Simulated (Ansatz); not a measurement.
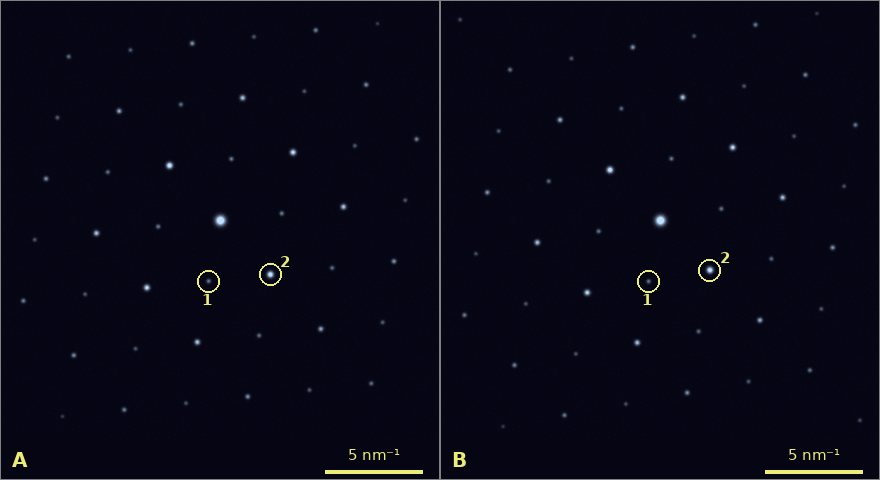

Kinematic electron diffraction patterns (200 kV, B = 0.5 Å², same scale) along [111] of the run's own cell, for the start and the end of one relaxation of BiS2N with Ansatz 0.2.0, DFT, PAW plane waves, r2scan. k mesh 7×7×7. The start is a generated model structure, and the relaxation ends in the nearest stationary point of its symmetry, not necessarily the ground state. Spot 1 is -1 0 1 and spot 2 is -1 -1 2 in both.

Start structure:

```
CELL_PARAMETERS angstrom
1.88041 3.25696 0.00000
-1.88041 3.25696 0.00000
0.00000 -2.17131 6.68085
ATOMIC_POSITIONS crystal
N 0.50000 0.50000 0.50000
Bi 0.00000 0.00000 0.00000
S 0.26240 0.26240 0.78720
S 0.73760 0.73760 0.21280
```

### Which pattern belongs to the start structure, and which to the relaxed one?

B is the start: its cell gives d(1) = 3.097 Å, d(2) = 2.731 Å and an angle of 55.4°. A is the relaxed structure, with d(1) = 3.111 Å (+0.4 %), d(2) = 2.603 Å (-4.7 %) and 53.3°.

### What did the relaxation do to the structure and the energy?

The volume changed by -12.6 % to 17.88 Å³ an atom; with the mean shift removed, the atoms moved by up to 0.45 Å relative to the cell (S most); the space group stayed R-3m (No. 166); the free energy fell by 490 meV an atom. Relaxed cell: a = 3.880 Å, b = 3.880 Å, c = 5.926 Å, α = 109.11°, β = 109.11°, γ = 60.00°.
